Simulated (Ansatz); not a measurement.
Consider C$_{2}$H$_{5}$FGa (SMILES [CH2][Ga]([CH3])[F]) (doublet).

Input

```
basis:
  gaussian:
    orbitals: def2-TZVPD
crystal:
  periodic: [false, false, false]
  atoms:
    - symbol: C
      position_ang: [0.426536, 0.270730, -1.202711]
    - symbol: C
      position_ang: [0.400968, 0.669091, 2.349838]
    - symbol: F
      position_ang: [1.073959, 2.910911, 0.248662]
    - symbol: Ga
      position_ang: [0.609254, 1.193340, 0.481298]
    - symbol: H
      position_ang: [0.596040, 0.776403, -2.155584]
    - symbol: H
      position_ang: [0.150168, -0.782196, -1.289126]
    - symbol: H
      position_ang: [-0.367842, 1.291705, 2.823263]
    - symbol: H
      position_ang: [0.120255, -0.383748, 2.457921]
    - symbol: H
      position_ang: [1.340813, 0.842770, 2.887781]
magnetization:
  spin_polarized: true
  initial_magnetization: 1
hamiltonian:
  xc: pbe0
output: {forces: true, orbitals: {seedname: orbitals}}
```

Command:

```sh
ansatz run input.yaml --threads 2 --pin off --max-ram 4350MiB --events-out events.jsonl --progress --plain --runs-dir runs
```

Geometry: PBE0-D3(BJ)/pcseg-1.

Level of theory: Ansatz, isolated molecule in a Gaussian basis; Kohn-Sham density functional theory, functional PBE0.

### Predict the electron density, electron localisation function and spin density between the atoms.

Ga–F (1.79 Å): ρ is about 0.82 e/Å³ halfway; the ELF peaks at about 0.80 in the valence shell of F, 0.6 Å from its nucleus, and is about 0.20 at the midpoint.
C–Ga (1.93 Å): the density is about 0.83 e/Å³ at the midpoint; the ELF peaks at about 0.90 in the valence shell of C, 0.7 Å from its nucleus, and is about 0.50 at the midpoint.
C–H (1.09 Å): ρ is about 2 e/Å³ halfway; the ELF climbs to about 1 towards the hydrogen, as it does in any bond to H (a covalent bond by its length).
The unpaired spin (1 electron) lies mostly on C1 (about 0.8) and Ga4 (about 0.1), in electrons by Hirshfeld's partition.

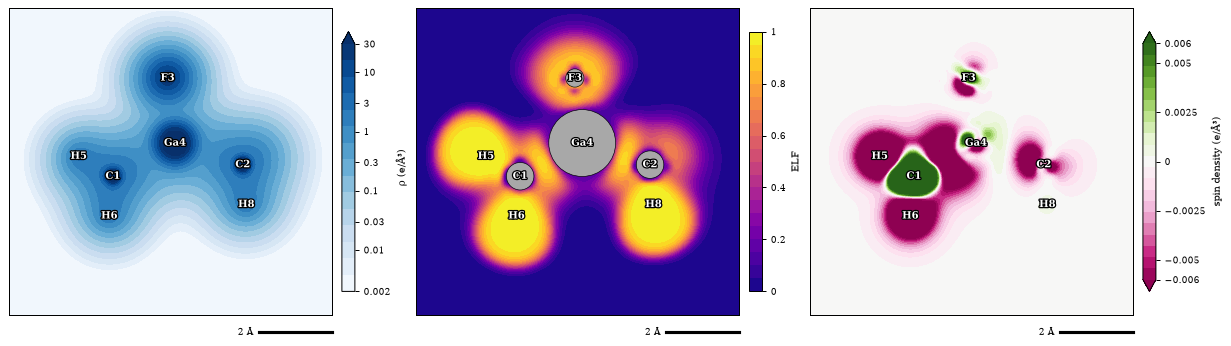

Computed electron density, electron localisation function and spin density on the plane of atoms Ga4, C1 and H5, in this order. Grey discs cover the atomic cores in the ELF map. 
